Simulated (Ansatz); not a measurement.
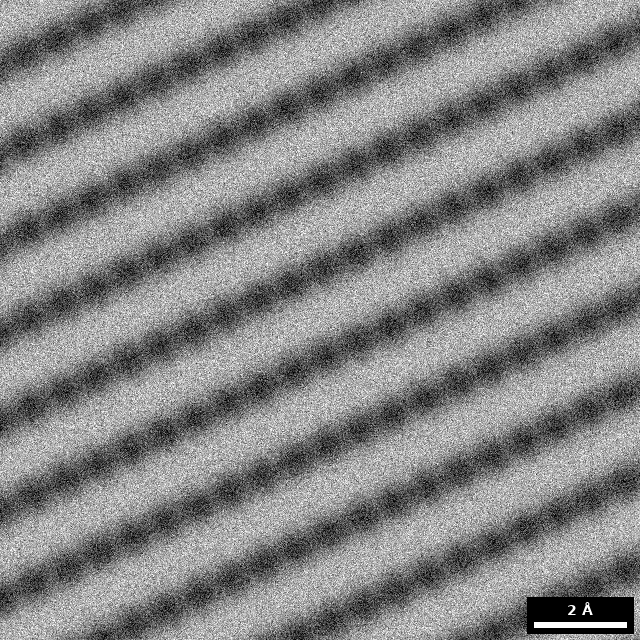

Phase-contrast TEM-like image of Cu (Fm-3m, No. 225). Simulated in the weak-phase-object approximation with neutral-atom potentials: 300 kV, Cs = 10 µm, defocus −53 Å (negative is underfocus), defocus spread 15 Å, aperture 1.62 1/Å. Shot noise was added. Model: the input geometry of an electronic-structure calculation (not necessarily at equilibrium).

```
Cu
1.0
     3.51828    0.00000    0.00000
     0.00000    3.51828    0.00000
     0.00000    0.00000    3.51828
Cu
4
Direct
  0.00000 0.00000 0.00000
  0.00000 0.50000 0.50000
  0.50000 0.00000 0.50000
  0.50000 0.50000 0.00000
```

Q: Which beam direction gives this image, [110], [210], [001] or [111]? (Directions equivalent by symmetry count as one.)

A: [210]. The projected cells are 2.15 × 2.15 Å, 109° for [110]; 0.79 × 1.76 Å, 90° for [210]; 1.76 × 1.76 Å, 90° for [001]; 1.44 × 1.44 Å, 120° for [111], and the image repeats as the [210] one does.
